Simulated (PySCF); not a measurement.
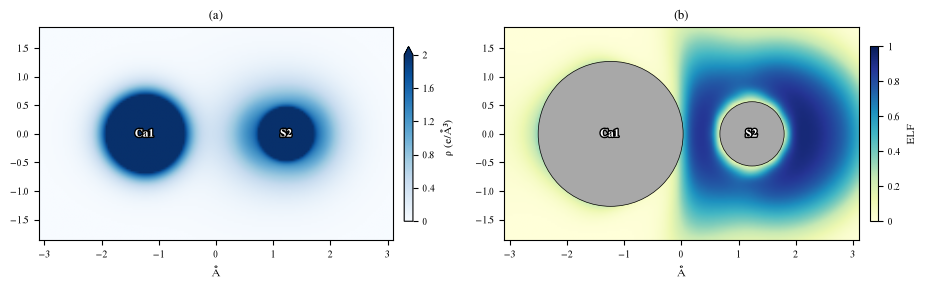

Figure 1: CaS (charge +1, doublet). (a) total electron density; (b) electron localisation function on a plane that holds the molecular axis. Grey discs cover the atomic cores in the ELF map.

Computed with PBE0/aug-pcseg-1, non-relativistic, at a bond length of 2.472 Å in PySCF 2.14.0.

```yaml
atoms:
  - { symbol: Ca, position_ang: [0.0000, 0.0000, -1.0987] }
  - { symbol: S, position_ang: [0.0000, 0.0000, 1.3733] }
```

What do the fields say about this system?

Answer. The plane passes through Ca and S nuclei. Ca–S (2.47 Å): the density is about 0.43 e/Å³ at the midpoint; the ELF peaks at about 0.85 in the valence shell of S, 0.9 Å from its nucleus, and falls to about 0.20 next to Ca (an ionic contact with no shared pair).
